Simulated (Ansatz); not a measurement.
**Response to strain in hypothetical CsCl type GaN**

Consider GaN in the CsCl type structure (space group Pm-3m, No. 221; a = 2.743 Å; a hypothetical phase, not in the database extracts checked; relaxed with 0.1 eV smearing).

Strains are applied to the cell and any free atomic positions relax.

Level of theory: DFT with PBE, PAW potentials and a 420 eV plane-wave cutoff in Ansatz (a quantum-chemistry and plane-wave program), spin-orbit coupling left out.

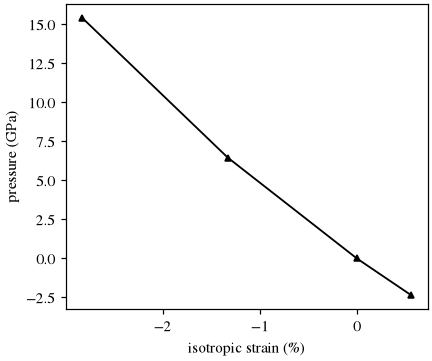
*Pressure against isotropic strain*

```json
[
 {"isotropic strain (%)": "-2.83", "pressure": "15.4 GPa"},
 {"isotropic strain (%)": "-1.33", "pressure": "6.5 GPa"},
 {"isotropic strain (%)": "0.56", "pressure": "-2.4 GPa"}
]
```

Stability against distortions was not tested. The final runs are not spin-polarised.
